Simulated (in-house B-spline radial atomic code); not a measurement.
**Hf⁵⁶⁺: excited configurations**

Aim: the energies of several excited configurations of Hf⁵⁶⁺ above a reference configuration, each from its own self-consistent run.

The numbers are computed with in-house B-spline radial atomic code version 1 (Dirac-Hartree-Fock, average of configuration, Fermi nucleus, basis-set limit), except any that are marked as measured or tabulated.

## Step 1: The atom as given

| Quantity | Value |
| --- | --- |
| element | hafnium (Z = 72) |
| charge | +56 |
| electrons | 16 |
| configuration | [Ne] 3s2 3p4 |
| Hamiltonian | Dirac-Coulomb |
| nucleus | Fermi, rms radius 5.347 fm |

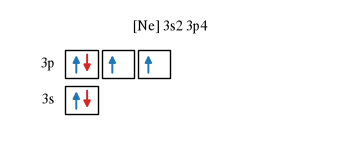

The shells outside the core, filled by Hund's rule for the drawing.

The boxes draw the filling by Hund's rule, which heavy ions in jj coupling don't follow; these runs average over all states of the configuration.

Settings of the run:

```ini
Z = 72
electrons = 16.0
configuration = [Ne] 3s2 3p4
hamiltonian = dirac
method = hf
spin_polarised = False
nucleus = fermi
rms_radius = 5.347
mass_number = 180
atomic_mass = 179.946559537
speed_of_light = 137.035999084
```

The reference is known from an earlier run: -11773.273009 hartree in all. Up to eight levels, counted from the top:

```
orbital  occupation  energy (eV)  <r> (bohr)
  1s1/2           2     -69988.4     0.01898
  2s1/2           2     -15437.2     0.07876
  2p1/2           2     -14940.7     0.06539
  2p3/2           4     -13719.6     0.07280
  3s1/2           2     -6097.83      0.1925
  3p1/2     1.33333     -5914.82      0.1814
  3p3/2     2.66667     -5599.45      0.1925
```

## Step 2: [Ne] 3s1 3p5

Settings of the run:

```ini
Z = 72
electrons = 16.0
configuration = [Ne] 3s1 3p5
hamiltonian = dirac
method = hf
spin_polarised = False
nucleus = fermi
rms_radius = 5.347
mass_number = 180
atomic_mass = 179.946559537
speed_of_light = 137.035999084
```

## Step 3: [Ne] 3s1 3p4 5p1

Settings: those of step 2 with these lines changed.

```diff
@@ -2,3 +2,3 @@
 electrons = 16.0
-configuration = [Ne] 3s1 3p5
+configuration = [Ne] 3s1 3p4 5p1
 hamiltonian = dirac
```

## Step 4: [Ne] 3s2 3p3 5p1

Settings: those of step 3 with these lines changed.

```diff
@@ -2,3 +2,3 @@
 electrons = 16.0
-configuration = [Ne] 3s1 3p4 5p1
+configuration = [Ne] 3s2 3p3 5p1
 hamiltonian = dirac
```

## Step 5: Configuration [He] 2s2 2p5 3s2 3p4 7g1

Settings: those of step 4 with these lines changed.

```diff
@@ -2,3 +2,3 @@
 electrons = 16.0
-configuration = [Ne] 3s2 3p3 5p1
+configuration = [He] 2s2 2p5 3s2 3p4 7g1
 hamiltonian = dirac
```

## Step 6: [He] 2s2 2p5 3s2 3p4 6f1

Settings: those of step 5 with these lines changed.

```diff
@@ -2,3 +2,3 @@
 electrons = 16.0
-configuration = [He] 2s2 2p5 3s2 3p4 7g1
+configuration = [He] 2s2 2p5 3s2 3p4 6f1
 hamiltonian = dirac
```

How far above the reference does each configuration lie (order and size, in eV)?

**Answer**, as computed:

| net move | configuration | energy above the reference (eV) | with Breit, QED, recoil (eV) | largest <r> (bohr) |
| --- | --- | --- | --- | --- |
| 3s → 3p | [Ne] 3s1 3p5 | 403.33 | 400.39 | 0.193 |
| 3p → 5p | [Ne] 3s2 3p3 5p1 | 3782.10 | 3776.43 | 0.595 |
| 3s → 5p | [Ne] 3s1 3p4 5p1 | 4175.44 | 4166.76 | 0.595 |
| 2p → 6f | [He] 2s2 2p5 3s2 3p4 6f1 | 12869.1 | 12840.4 | 0.826 |
| 2p → 7g | [He] 2s2 2p5 3s2 3p4 7g1 | 13211.3 | 13182.6 | 1.11 |

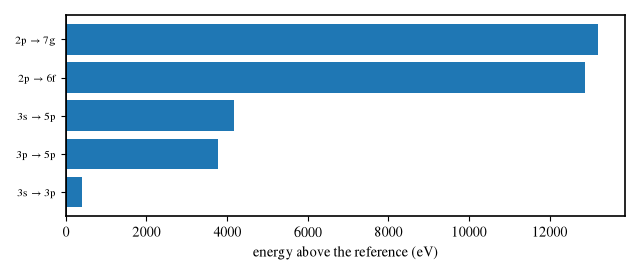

The configurations in order of energy, labelled by the net move of electrons.

Quantum defects of the promoted electron, δ = n − ζ/√(−2ε) with ζ = 57 and ε its orbital energy in hartree:

| promotion | δ |
| --- | --- |
| 3p → 5p | 0.204 |
| 3s → 5p | 0.204 |
| 2p → 6f | 0.052 |
| 2p → 7g | 0.019 |

The lowest of them is 3s → 3p at 403.33 eV and the highest 2p → 7g at 13211.3 eV. Koopmans' estimate of the ionisation threshold is 5599.45 eV; 2 configurations exceed it by over 2 % and could autoionise. Of those tabulated, the defect is largest for 5p (0.20) and least for 7g (0.02); at this charge much of the defect is relativistic. Two partly filled shells share a symmetry and can mix in the average, which may lower the energy, for: 3p → 5p; 3s → 5p; 2p → 6f; 2p → 7g. These are averages over configurations, without correlation, not spectroscopic levels.
